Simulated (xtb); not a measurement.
# Molecular dynamics of GaBHOF (charge +1) (part 1 of 5)

The run: molecular dynamics of GaBHOF, charge +1, multiplicity 2. Method and program: GFN2-xTB (xtb 6.7.1).

The geometry is that of the parent species in another charge or spin state. The geometry comes from this level: RDKit embedding + MMFF94.

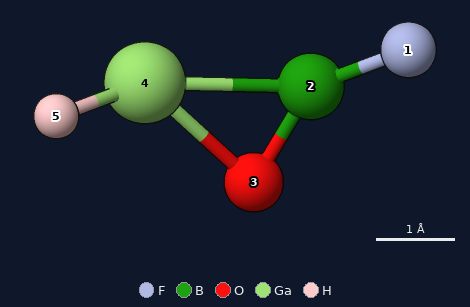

Fig. 1: The input geometry (ball-and-stick view, seen at a tilt; atoms are numbered from 1 in the order of the input). Sticks mark near contacts. Bond lengths as drawn: B–F 1.46 Å, B–Ga 2.16 Å, B–O 1.47 Å, Ga–H 1.51 Å and Ga–O 2.01 Å.

**Input**
```python
from pathlib import Path
import subprocess as sp
from rdkit import Chem
from rdkit.Chem import AllChem

smiles = "F[B]1[O][GaH]1"
m = Chem.AddHs(Chem.MolFromSmiles(smiles))
params = AllChem.ETKDGv3()
params.randomSeed = 485
AllChem.EmbedMolecule(m, params)
AllChem.MMFFOptimizeMolecule(m)
Path("conf.xyz").write_text(Chem.MolToXYZBlock(m))

cmd = ["xtb", "conf.xyz", "--omd", "--chrg", "1", "--uhf", "1", "--input", "xcontrol", "--gfn", "2"]
with open("xtb.out", "w") as log:
    sp.run(cmd, stdout=log, stderr=sp.DEVNULL)
print(open("xtb.out").read())
```

**File xcontrol**
```
$md
   temp=100
   time=0.1
   step=2
   dump=4
   hmass=4
   shake=1
$opt
   maxdispl=0.3
   exact rf
$end
```

**File conf.xyz**
```
5

F     -2.242187   -0.689978   -0.010508
B     -1.002205    0.019196   -0.288250
O     -0.243397    1.219312    0.093962
Ga     1.145350   -0.202891   -0.172068
H      2.342439   -0.345639    0.733618
```

Run on 1 thread of Intel Xeon (Granite Rapids), 16 GiB of memory available, shared host.

Command:
```bash
python run_xtb.py
```

**Output**
```
* xtb version 6.7.1
   ID    Z sym.   atoms
    1    9 F      1
    2    5 B      2
    3    8 O      3
    4   31 Ga     4
    5    1 H      5

           -------------------------------------------------
          |                Calculation Setup                |
           -------------------------------------------------

          program call               : xtb conf.xyz --omd --chrg 1 --uhf 1 --input xcontrol --gfn 2
          coordinate file            : conf.xyz
          omp threads                :                     1

           -------------------------------------------------
          |                 G F N 2 - x T B                 |
           -------------------------------------------------

      * Hamiltonian:
        H0-scaling (s, p, d)           1.850000    2.230000    2.230000
        zeta-weighting                 0.500000
      * Dispersion:
        s8                             2.700000
        a1                             0.520000
        a2                             5.000000
        s9                             5.000000
      * Repulsion:
        kExp                           1.500000    1.000000
        rExp                           1.000000
      * Coulomb:
        alpha                          2.000000
        third order                    shell-resolved
        anisotropic                    true
        a3                             3.000000
        a5                             4.000000
        cn-shift                       1.200000
        cn-exp                         4.000000
        max-rad                        5.000000

          ...................................................
          :                      SETUP                      :
          :.................................................:
          :  # basis functions                  23          :
          :  # atomic orbitals                  22          :
          :  # shells                           10          :
          :  # electrons                        19          :
          :  max. iterations                   250          :
          :  Hamiltonian                  GFN2-xTB          :
          :  restarted?                      false          :
          :  GBSA solvation                  false          :
          :  PC potential                    false          :
          :  electronic temp.          300.0000000     K    :
          :  accuracy                    1.0000000          :
          :  -> integral cutoff          0.2500000E+02      :
          :  -> integral neglect         0.1000000E-07      :
          :  -> SCF convergence          0.1000000E-05 Eh   :
          :  -> wf. convergence          0.1000000E-03 e    :
          :  Broyden damping             0.4000000          :
          :  net charge                          1          :
          :  unpaired electrons                  1          :
          ...................................................

 iter      E             dE          RMSdq      gap      omega  full diag
   1    -11.0739271 -0.110739E+02  0.138E+01    2.33       0.0  T
   2    -11.0017440  0.721832E-01  0.102E+01    1.20       1.0  T
   3    -11.0388111 -0.370671E-01  0.767E+00    3.06       1.0  T
   4    -11.2519201 -0.213109E+00  0.192E+00    2.03       1.0  T
   5    -11.2536114 -0.169125E-02  0.128E+00    2.03       1.0  T
   6    -11.2547151 -0.110368E-02  0.519E-01    1.97       1.0  T
   7    -11.2549365 -0.221406E-03  0.237E-01    1.97       1.0  T
   8    -11.2549838 -0.473821E-04  0.137E-01    1.97       1.0  T
   9    -11.2550165 -0.326552E-04  0.371E-02    1.96       1.2  T
  10    -11.2550179 -0.142520E-05  0.539E-03    1.96       8.3  T
  11    -11.2550179  0.718845E-07  0.616E-03    1.96       7.3  T
  12    -11.2550180 -0.145387E-06  0.566E-04    1.96      79.0  T
  13    -11.2550180 -0.375373E-09  0.237E-04    1.96     188.4  T

   *** convergence criteria satisfied after 13 iterations ***

         #    Occupation            Energy/Eh            Energy/eV
      -------------------------------------------------------------
         1        2.0000           -1.0450781             -28.4380
       ...           ...                  ...                  ...
         4        2.0000           -0.7972577             -21.6945
         5        2.0000           -0.7732571             -21.0414
         6        2.0000           -0.7615578             -20.7230
         7        2.0000           -0.7490796             -20.3835
         8        2.0000           -0.7239267             -19.6990
         9        2.0000           -0.7188225             -19.5602
        10        1.0000           -0.6176465             -16.8070 (HOMO)
        11                         -0.5457776             -14.8514 (LUMO)
        12                         -0.5220829             -14.2066
        13                         -0.3928138             -10.6890
        14                         -0.3738008             -10.1716
        15                         -0.2967291              -8.0744
       ...                                ...                  ...
        22                          0.8241247              22.4256
      -------------------------------------------------------------
                  HL-Gap            0.0718689 Eh            1.9557 eV
             Fermi-level           -0.6249733 Eh          -17.0064 eV

 SCC (total)                   0 d,  0 h,  0 min,  0.002 sec
 SCC setup                      ...        0 min,  0.000 sec (  2.659%)
 Dispersion                     ...        0 min,  0.000 sec (  0.865%)
 classical contributions        ...        0 min,  0.000 sec (  0.425%)
 integral evaluation            ...        0 min,  0.000 sec ( 17.982%)
 iterations                     ...        0 min,  0.001 sec ( 53.128%)
 molecular gradient             ...        0 min,  0.001 sec ( 22.843%)
 printout                       ...        0 min,  0.000 sec (  1.812%)

         :::::::::::::::::::::::::::::::::::::::::::::::::::::
         ::                     SUMMARY                     ::
         :::::::::::::::::::::::::::::::::::::::::::::::::::::
         :: total energy             -11.236910242421 Eh    ::
         :: gradient norm              0.190853361286 Eh/a0 ::
         :: HOMO-LUMO gap              1.955651621298 eV    ::
         ::.................................................::
         :: SCC energy               -11.255017946241 Eh    ::
         :: -> isotropic ES            0.191178145314 Eh    ::
         :: -> anisotropic ES         -0.000677080083 Eh    ::
         :: -> anisotropic XC         -0.001435140626 Eh    ::
         :: -> dispersion             -0.001640011141 Eh    ::
         :: repulsion energy           0.018107703820 Eh    ::
         :: add. restraining           0.000000000000 Eh    ::
         :: total charge               1.000000000000 e     ::
         :::::::::::::::::::::::::::::::::::::::::::::::::::::

      -----------------------------------------------------------
     |                   =====================                   |
     |                        A N C O P T                        |
     |                   =====================                   |
     |               Approximate Normal Coordinate               |
     |                Rational Function Optimizer                |
      -----------------------------------------------------------
      -----------------------------------------------------------
     |                   =====================                   |
     |                        A N C O P T                        |
     |                   =====================                   |
     |               Approximate Normal Coordinate               |
     |                Rational Function Optimizer                |
      -----------------------------------------------------------

          ...................................................
          :                      SETUP                      :
          :.................................................:
          :   optimization level             loose          :
          :   max. optcycles                   200          :
          :   ANC micro-cycles                  20          :
          :   degrees of freedom                 9          :
          :.................................................:
          :   RF solver                   davidson          :
          :   write xtbopt.log                true          :
          :   linear?                        false          :
          :   energy convergence         0.5000000E-04 Eh   :
          :   grad. convergence          0.4000000E-02 Eh/α :
          :   maxmium RF displ.          0.3000000          :
          :   Hlow (freq-cutoff)         0.1000000E-01      :
          :   Hmax (freq-cutoff)         5.0000000          :
          :   S6 in model hess.         20.0000000          :
          ...................................................

generating ANC from exact Hessian ...
Using Lindh-Hessian (1995)
 Shifting diagonal of input Hessian by    7.4613116711206608E-003
 Lowest  eigenvalues of input Hessian
    0.000000    0.000000    0.000000    0.000000    0.000000    0.000000
    0.010000    0.021514    0.031457    0.076896    0.166919    0.298370
    0.551073    0.632606    1.365325
 Highest eigenvalues
    0.076896    0.166919    0.298370    0.551073    0.632606    1.365325

........................................................................
.............................. CYCLE    1 ..............................
........................................................................

 iter      E             dE          RMSdq      gap      omega  full diag
   1    -11.2550180 -0.112550E+02  0.359E-05    1.96       0.0  T
   2    -11.2550180  0.319567E-11  0.328E-05    1.96    1362.5  T
   3    -11.2550180 -0.697042E-11  0.140E-05    1.96    3190.3  T
     SCC iter.                  ...        0 min,  0.000 sec
     gradient                   ...        0 min,  0.001 sec
 * total energy  :   -11.2369102 Eh     change       -0.1742269E-09 Eh
   gradient norm :     0.1908535 Eh/α   predicted     0.0000000E+00 (-100.00%)
   displ. norm   :     0.3098140 α      lambda       -0.5570543E-01
   maximum displ.:     0.2692824 α      in ANC's #8, #6, #1, ...

........................................................................
.............................. CYCLE    2 ..............................
........................................................................

 iter      E             dE          RMSdq      gap      omega  full diag
   1    -11.3176774 -0.113177E+02  0.368E+00    2.37       0.0  T
   2    -11.3194645 -0.178718E-02  0.287E+00    2.07       1.0  T
   3    -11.3153446  0.411998E-02  0.100E+00    2.35       1.0  T
   4    -11.3201784 -0.483380E-02  0.473E-01    2.10       1.0  T
   5    -11.3209841 -0.805716E-03  0.756E-02    2.16       1.0  T
   6    -11.3209862 -0.211654E-05  0.290E-02    2.16       1.5  T
   7    -11.3209863 -0.147070E-06  0.696E-03    2.16       6.4  T
   8    -11.3209863  0.745121E-08  0.276E-03    2.16      16.2  T
   9    -11.3209864 -0.224981E-07  0.513E-04    2.16      87.2  T
  10    -11.3209864 -0.419753E-09  0.775E-05    2.16     576.9  T
     SCC iter.                  ...        0 min,  0.001 sec
     gradient                   ...        0 min,  0.001 sec
 * total energy  :   -11.2876146 Eh     change       -0.5070433E-01 Eh
   gradient norm :     0.1480540 Eh/α   predicted    -0.3052615E-01 ( -39.80%)
   displ. norm   :     0.4584971 α      lambda       -0.9772105E-01
   maximum displ.:     0.3000000 α      in ANC's #8, #6, #5, ...

........................................................................
.............................. CYCLE    3 ..............................
........................................................................

 iter      E             dE          RMSdq      gap      omega  full diag
   1    -11.4130798 -0.114131E+02  0.484E+00    3.71       0.0  T
   2    -11.4144365 -0.135673E-02  0.365E+00    3.48       1.0  T
   3    -11.4141720  0.264463E-03  0.734E-01    3.40       1.0  T
   4    -11.4144950 -0.323020E-03  0.396E-01    3.38       1.0  T
   5    -11.4145780 -0.829790E-04  0.524E-02    3.41       1.0  T
   6    -11.4145800 -0.195822E-05  0.137E-02    3.41       3.3  T
   7    -11.4145800 -0.411851E-07  0.374E-03    3.41      11.9  T
   8    -11.4145800 -0.324470E-08  0.126E-03    3.41      35.6  T
   9    -11.4145800 -0.290250E-09  0.231E-04    3.41     193.5  T
  10    -11.4145800 -0.723333E-11  0.134E-04    3.41     333.5  T
     SCC iter.                  ...        0 min,  0.001 sec
     gradient                   ...        0 min,  0.001 sec
 * total energy  :   -11.3213019 Eh     change       -0.3368737E-01 Eh
   gradient norm :     0.1252547 Eh/α   predicted    -0.4610143E-01 (  36.85%)
   displ. norm   :     0.3787579 α      lambda       -0.2385318E-01
   maximum displ.:     0.2804591 α      in ANC's #5, #1, #2, ...

........................................................................
.............................. CYCLE    4 ..............................
........................................................................

 iter      E             dE          RMSdq      gap      omega  full diag
   1    -11.4165652 -0.114166E+02  0.153E+00    3.94       0.0  T
   2    -11.4173070 -0.741835E-03  0.121E+00    3.78       1.0  T
   3    -11.4173921 -0.850931E-04  0.627E-01    3.79       1.0  T
   4    -11.4174135 -0.213569E-04  0.281E-01    3.71       1.0  T
   5    -11.4174752 -0.616982E-04  0.238E-02    3.75       1.9  T
   6    -11.4174755 -0.299554E-06  0.747E-03    3.75       6.0  T
   7    -11.4174755 -0.306247E-08  0.242E-03    3.75      18.5  T
   8    -11.4174755 -0.962881E-09  0.585E-04    3.75      76.5  T
   9    -11.4174755 -0.210481E-10  0.772E-05    3.75     579.5  T
     SCC iter.                  ...        0 min,  0.001 sec
     gradient                   ...        0 min,  0.000 sec
 * total energy  :   -11.3400521 Eh     change       -0.1875013E-01 Eh
   gradient norm :     0.0473239 Eh/α   predicted    -0.1363755E-01 ( -27.27%)
   displ. norm   :     0.4875504 α      lambda       -0.2622022E-01
   maximum displ.:     0.3000000 α      in ANC's #5, #2, #8, ...
```
